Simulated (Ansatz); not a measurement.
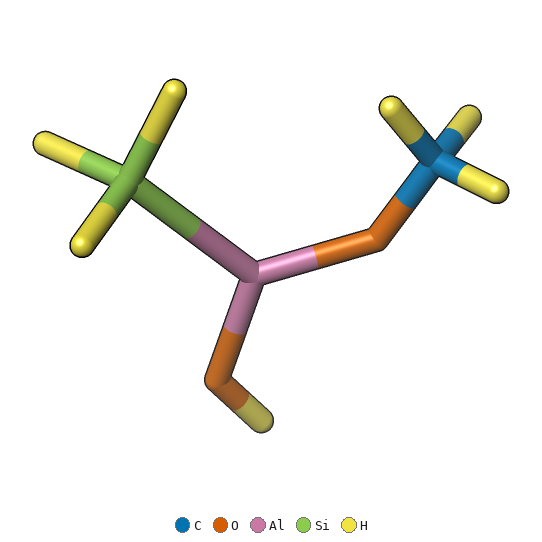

Stick drawing of a structure. Every bond is drawn as one stick, whatever its order.

What does the picture show?

Formula CH₇AlO₂Si. As SMILES it reads `C[O][Al]([OH])[SiH3]`. Among its groups: Si–H bond. This geometry has Cs symmetry. Coordination: 1 C tetrahedral; 2 O bent; 1 Al trigonal planar; 1 Si tetrahedral.

The parts below concern this one geometry. Atoms keep their numbers from picture to picture. The geometry was computed by an optimisation with PBE0-D4/def2-TZVP. No frequency run is at hand to confirm it as a minimum.

**Geometry**

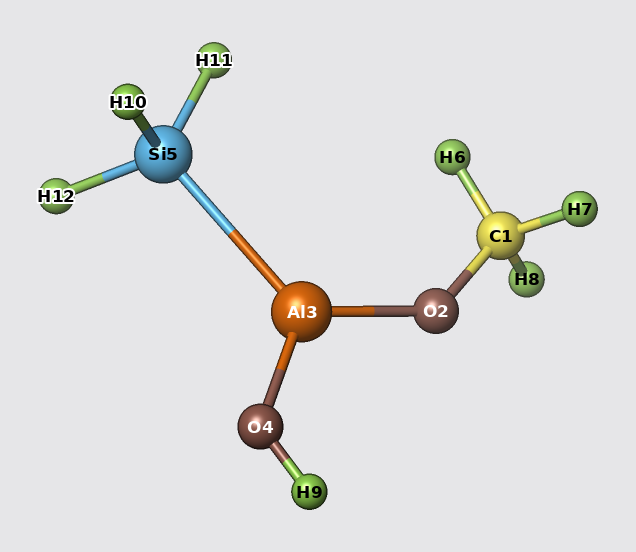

No frequency run is at hand to confirm it as a minimum.

Estimate the angles O2–C1–H6, O2–C1–H7, C1–O2–Al3, O2–Al3–O4, O2–Al3–Si5, O4–Al3–Si5, Al3–O4–H9, Al3–Si5–H11, Al3–Si5–H10.

| angle | degrees |
| --- | --- |
| O2–C1–H6 | 112.6 |
| O2–C1–H7 | 110.2 |
| C1–O2–Al3 | 136.1 |
| O2–Al3–O4 | 118.8 |
| O2–Al3–Si5 | 122.9 |
| O4–Al3–Si5 | 118.4 |
| Al3–O4–H9 | 123.5 |
| Al3–Si5–H11 | 111.3 |
| Al3–Si5–H10 | 111.3 |

**Levels of theory compared**

No frequency run is at hand to confirm it as a minimum. Program: Ansatz 0.2.0.

Tabulate HOMO energy (eV) at these levels: B3LYP-D4/def2-TZVPP; PBE-D4/def2-TZVPP; PBE0-D4/def2-TZVPP; r2SCAN-D4/def2-TZVPP; ωB97M-V/def2-TZVPP; ωB97X-V/def2-TZVPP.

| level | HOMO energy (eV) |
| --- | --- |
| B3LYP-D4/def2-TZVPP | −7.52 |
| PBE-D4/def2-TZVPP | −6.45 |
| PBE0-D4/def2-TZVPP | −7.74 |
| r2SCAN-D4/def2-TZVPP | −6.72 |
| ωB97M-V/def2-TZVPP | −9.84 |
| ωB97X-V/def2-TZVPP | −10.04 |

**Charges**

The questions are on Mulliken charges. No frequency run is at hand to confirm it as a minimum. Method: RKS PBE0-D4/def2-TZVP (Ansatz 0.2.0).

Give the Mulliken charges atom by atom.

```json
{"atom": "C1", "value (e)": "−0.20"}
{"atom": "O2", "value (e)": "−0.33"}
{"atom": "Al3", "value (e)": "0.59"}
{"atom": "O4", "value (e)": "−0.55"}
{"atom": "Si5", "value (e)": "−0.14"}
{"atom": "H6", "value (e)": "0.11"}
{"atom": "H7", "value (e)": "0.12"}
{"atom": "H8", "value (e)": "0.12"}
{"atom": "H9", "value (e)": "0.32"}
{"atom": "H10", "value (e)": "−0.01"}
{"atom": "H11", "value (e)": "−0.02"}
{"atom": "H12", "value (e)": "−0.01"}
```

**Dipole moment**

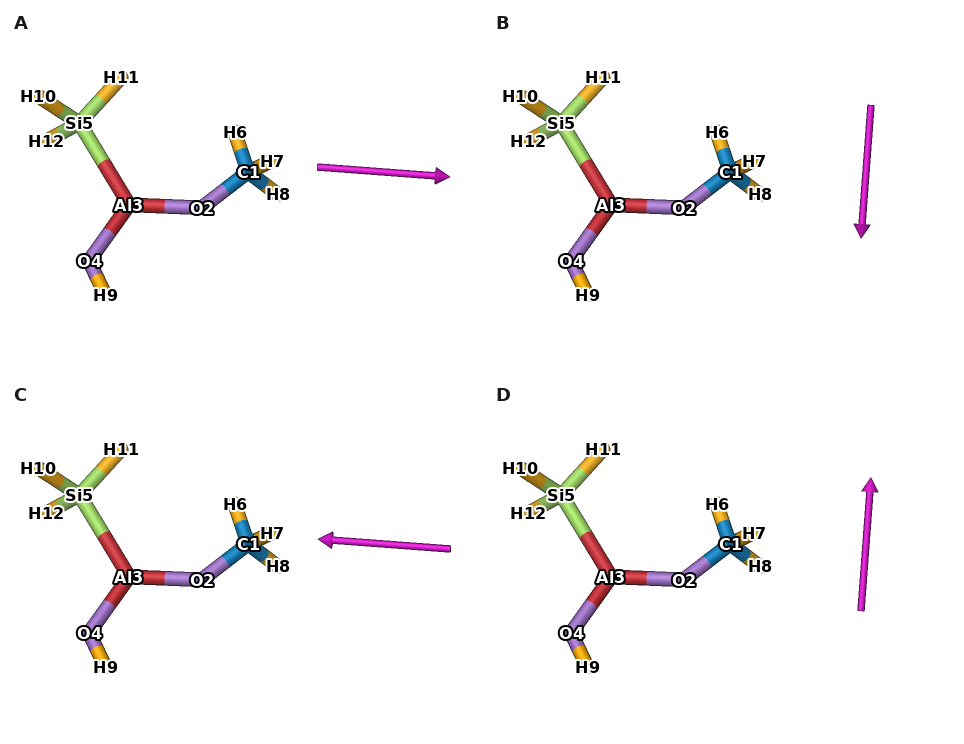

The same molecule four times, each with an arrow. No frequency run is at hand to confirm it as a minimum. Level of theory: RKS ωB97M-V/def2-TZVPP (Ansatz 0.2.0).

**Which arrow points along the dipole moment, from the negative to the positive end?**

A. The dipole moment is 1.45 D; it points from the side of H10, H12 to the side of H7, H8 (the outermost atoms at the two ends).

Mulliken values depend strongly on the basis set and can even reverse the polarity of a bond.
